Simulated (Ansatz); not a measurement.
# C2H8Si: the cost of one run

Method: PBE-D4/def2-SVP; program: Ansatz 0.2.0, Gaussian basis.

## (1) The starting structure

The start, a pair relaxed at PBE0-D4: SMILES `C=C.[SiH4]`, 11 atoms, charge 0, spin multiplicity 1.

Atoms are counted from 1 here; the program's logs count them from 0.

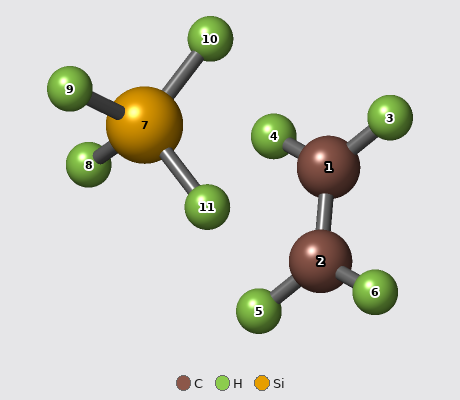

As it starts; carbon brown, hydrogen green, silicon amber; atoms are numbered from 1 in the order of the file.

Coordinates:

```
atom    x (Å)    y (Å)    z (Å)
  C1  -0.0013   0.6413  -1.6625
  C2  -0.0512  -0.6812  -1.6557
  H3   0.9341   1.1751  -1.7911
  H4  -0.8935   1.2456  -1.5383
  H5  -0.9862  -1.2154  -1.5256
  H6   0.8414  -1.2852  -1.7783
 Si7   0.0318   0.0238   1.9835
  H8  -1.3706  -0.0567   1.5044
  H9   0.0342   0.0435   3.4706
 H10   0.6661   1.2675   1.4806
 H11   0.7953  -1.1581   1.5124
```

## (2) Dynamics

md/in.yaml

```yaml
crystal:
  periodic: [false, false, false]
  atoms:
    - {symbol: C, position_ang: [-0.001314, 0.641304, -1.662506]}
    - {symbol: C, position_ang: [-0.051176, -0.681206, -1.655708]}
    - {symbol: H, position_ang: [0.934117, 1.175082, -1.791055]}
    - {symbol: H, position_ang: [-0.893504, 1.245602, -1.538303]}
    - {symbol: H, position_ang: [-0.986217, -1.215448, -1.525604]}
    - {symbol: H, position_ang: [0.841369, -1.285194, -1.778284]}
    - {symbol: Si, position_ang: [0.031774, 0.023781, 1.983507]}
    - {symbol: H, position_ang: [-1.370623, -0.056676, 1.504430]}
    - {symbol: H, position_ang: [0.034153, 0.043544, 3.470610]}
    - {symbol: H, position_ang: [0.666105, 1.267537, 1.480642]}
    - {symbol: H, position_ang: [0.795317, -1.158126, 1.512372]}
basis:
  gaussian: {orbitals: def2-SVP}
hamiltonian: {xc: pbe, dispersion: d4}
md: {n_steps: 80, timestep: 0.75, temperature: 1500, ensemble: nve, seed: 478, initial_velocities: maxwell_boltzmann}
```

The run is started by

```
> ansatz run in.yaml --threads 4 --pin off --events-out ev --progress --plain --max-ram 9574MiB
```

**Question.** How long does this run take on 4 threads of Arm Neoverse V1, shared host?

About 52 s.
